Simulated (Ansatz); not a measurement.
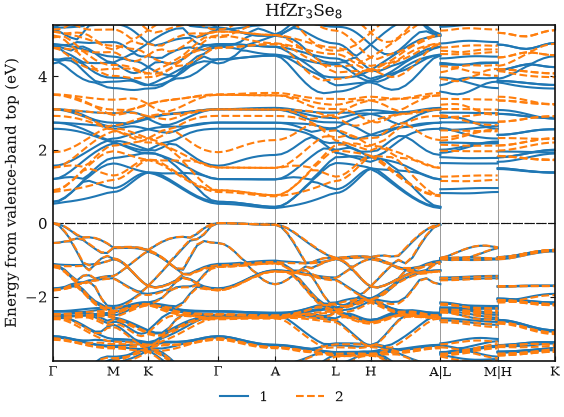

Band structures of HfZr₃Se₈, space group P-3m1, 12 atoms in the cell, by two methods on the same cell. Each is counted from its own valence-band top.

### Which curve is which? The methods: PBE, r2SCAN.

1 is PBE; 2 is r2SCAN. PBE gives a gap of 0.41 eV along the path and r2SCAN gives a gap of 0.73 eV along the path.

Settings. PBE: DFT PBE, scalar-relativistic, plane waves, PAW, no spin polarisation, 6×6×6 k mesh, 420 eV cutoff (Ansatz). r2SCAN: DFT r2SCAN, scalar-relativistic, plane waves, PAW, no spin polarisation, 6×6×6 k mesh, 500 eV cutoff, Gaussian smearing of 0.02 eV (Ansatz 0.2.0).

The structure is an invented one, so it need not be a known or stable phase. Spin-orbit coupling is left out, which matters for Hf.
